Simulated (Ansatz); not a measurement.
# PBE-QIDH/def2-SVP (core potential) run of InSi2H7 (SMILES [SiH3][SiH2][InH2])

What is the vertical ionisation energy of InSi2H7 at PBE-QIDH/def2-SVP (core potential)? 

Program for the calculation: Ansatz 0.2.0.

54 further runs of the same task are left out: 54 set aside as unsound or not needed.

## Step 1: The molecule

InSi2H7 has 10 atoms, charge 0, and is taken as a singlet. SMILES: `[SiH3][SiH2][InH2]`. The shape is that of a PBE0-D4/def2-TZVP optimisation.

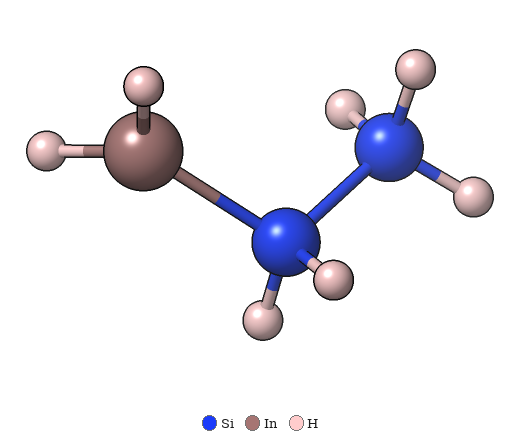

The structure, seen from a chosen angle (silicon blue, indium brown, hydrogen pink).

## Step 2: A single-point energy at PBE-QIDH/def2-SVP (core potential)

Input file run.yaml:

```yaml
crystal:
  periodic: [false, false, false]
  atoms:
    - symbol: Si
      position_ang: [-1.450900, 0.732300, -0.821600]
    - symbol: Si
      position_ang: [0.023100, -0.982700, -0.222400]
    - symbol: In
      position_ang: [1.884800, -0.062700, 1.293100]
    - symbol: H
      position_ang: [-2.541100, 0.248700, -1.711500]
    - symbol: H
      position_ang: [-0.707700, 1.812100, -1.527500]
    - symbol: H
      position_ang: [-2.065700, 1.320500, 0.400500]
    - symbol: H
      position_ang: [-0.761300, -2.056900, 0.451800]
    - symbol: H
      position_ang: [0.588700, -1.557900, -1.477300]
    - symbol: H
      position_ang: [1.761400, -0.160900, 3.013900]
    - symbol: H
      position_ang: [3.268800, 0.707500, 0.601100]
basis:
  gaussian:
    orbitals: def2-SVP
hamiltonian:
  xc: {name: PBE-QIDH}
output: {orbitals: {seedname: orbitals}}
accuracy: high
correlation:
  frozen_orbitals: {H: 0, In: 4, Si: 5}
```

Run with:

```sh
ansatz run run.yaml --threads 1 --pin off --max-ram 3480MiB --events-out events.jsonl --progress --plain --runs-dir runs
```

What it wrote:

```text
Warning: RAYON_NUM_THREADS=1 ignored (pool sized by the plan → 1); use --threads N
Functional definition: PBE-QIDH
  name "PBE-QIDH"
  parameter a = 3^(-1/3)
  parameter c = 1/3
  exchange = (1 - a)*pbe_x + a*exact_x
  correlation = (1 - c)*pbe_c + c*(mp2_os + mp2_ss)
2240 factors; integrals over basis functions are off by at most 8.6e-9 eV
mean field evaluation 1: about -21013.7922 eV, gradient 1.1e1 eV
mean field evaluation 2: about -21013.8343 eV, gradient 1.1e1 eV
mean field evaluation 4: about -21014.4551 eV, gradient 1.4e0 eV
mean field evaluation 8: about -21014.4608 eV, gradient 9.2e-3 eV
mean field evaluation 16: about -21014.4608 eV, gradient 7.6e-6 eV
mean field -21014.46077708 eV, -772.2671894448 hartree, gradient 1.7e-8 eV, S^2 0.000000; 0 other end points of the search recorded, 0 dependent functions left out
14 core orbitals not correlated: weight in the atoms' cores, before any rotation towards them, 1.000 or more for the frozen orbitals, at most 0.000 for the correlated occupied ones
reference -21014.46077858 eV, -772.2671894997 hartree; 14, 14 occupied and 69, 69 virtual orbitals, 2240 factors
second order -9.39162710 eV of doubles, -0.00000000 eV of singles
Total energy: -21017.59132095 eV, -772.3822348097 hartree
```

Run time: 16 s. Hardware: 1 thread of Arm Neoverse V1, shared host; peak memory 0.37 GiB.

## Step 3: The doublet cation at the same level

Input file in.yaml:

```yaml
crystal:
  periodic: [false, false, false]
  atoms:
    - symbol: Si
      position_ang: [-1.450900, 0.732300, -0.821600]
    - symbol: Si
      position_ang: [0.023100, -0.982700, -0.222400]
    - symbol: In
      position_ang: [1.884800, -0.062700, 1.293100]
    - symbol: H
      position_ang: [-2.541100, 0.248700, -1.711500]
    - symbol: H
      position_ang: [-0.707700, 1.812100, -1.527500]
    - symbol: H
      position_ang: [-2.065700, 1.320500, 0.400500]
    - symbol: H
      position_ang: [-0.761300, -2.056900, 0.451800]
    - symbol: H
      position_ang: [0.588700, -1.557900, -1.477300]
    - symbol: H
      position_ang: [1.761400, -0.160900, 3.013900]
    - symbol: H
      position_ang: [3.268800, 0.707500, 0.601100]
basis:
  gaussian:
    orbitals: def2-SVP
output: {orbitals: {seedname: orbitals}}
accuracy: high
correlation:
  frozen_orbitals: {H: 0, In: 4, Si: 5}
magnetization:
  spin_polarized: true
  initial_magnetization: 1
hamiltonian:
  xc: {name: PBE-QIDH}
total_charge: 1
```

Run with:

```sh
ansatz run in.yaml --threads 1 --pin off --max-ram 3480MiB --events-out events.jsonl --progress --plain --runs-dir runs
```

What it wrote:

```text
Warning: RAYON_NUM_THREADS=1 ignored (pool sized by the plan → 1); use --threads N
Functional definition: PBE-QIDH
  name "PBE-QIDH"
  parameter a = 3^(-1/3)
  parameter c = 1/3
  exchange = (1 - a)*pbe_x + a*exact_x
  correlation = (1 - c)*pbe_c + c*(mp2_os + mp2_ss)
2236 factors; integrals over basis functions are off by at most 8.6e-9 eV
mean field evaluation 1: about -21004.2976 eV, gradient 9.4e0 eV
mean field evaluation 2: about -21004.3441 eV, gradient 9.4e0 eV
mean field evaluation 4: about -21005.3639 eV, gradient 1.2e0 eV
mean field evaluation 8: about -21005.3897 eV, gradient 9.4e-2 eV
mean field evaluation 16: about -21005.3907 eV, gradient 3.4e-3 eV
mean field evaluation 32: about -21005.3907 eV, gradient 4.4e-7 eV
mean field -21005.39068912 eV, -771.9338698600 hartree, gradient 7.0e-8 eV, S^2 0.764582; 4 other end points of the search recorded, 0 dependent functions left out
14 core orbitals not correlated: weight in the atoms' cores, before any rotation towards them, 1.000 or more for the frozen orbitals, at most 0.000 for the correlated occupied ones
reference -21005.39069071 eV, -771.9338699183 hartree; 14, 13 occupied and 69, 70 virtual orbitals, 2236 factors
second order -8.84408337 eV of doubles, -0.00000000 eV of singles
Total energy: -21008.33871850 eV, -772.0422079413 hartree
```

Wall time 33 s (1 thread of Arm Neoverse V1, shared host); peak memory 0.55 GiB.

## Step 4: Outcome

At PBE-QIDH/def2-SVP (core potential), 14 core orbitals frozen:

| quantity | value |
| --- | --- |
| singlet InSi2H7: total energy | -772.38223 Eh |
| singlet InSi2H7: HOMO energy (SCF part's orbitals) | -8.82 eV |
| singlet InSi2H7: LUMO energy (SCF part's orbitals) | -0.77 eV |
| singlet InSi2H7: HOMO–LUMO gap (SCF part's orbitals) | 8.05 eV |
| doublet cation: total energy | -772.04221 Eh |
| doublet cation: HOMO energy (SCF part's orbitals) (highest over α and β) | -14.80 eV |
| doublet cation: LUMO energy (SCF part's orbitals) (lowest over α and β) | -9.31 eV |
| doublet cation: ⟨S²⟩ | 0.765 |
| vertical ionisation energy (to the doublet cation) | 9.253 eV |

In words: Removing an electron at fixed nuclei costs 9.25 eV (213 kcal/mol). The negative HOMO energy of the first species, 8.82 eV, lies 0.43 eV below that difference.
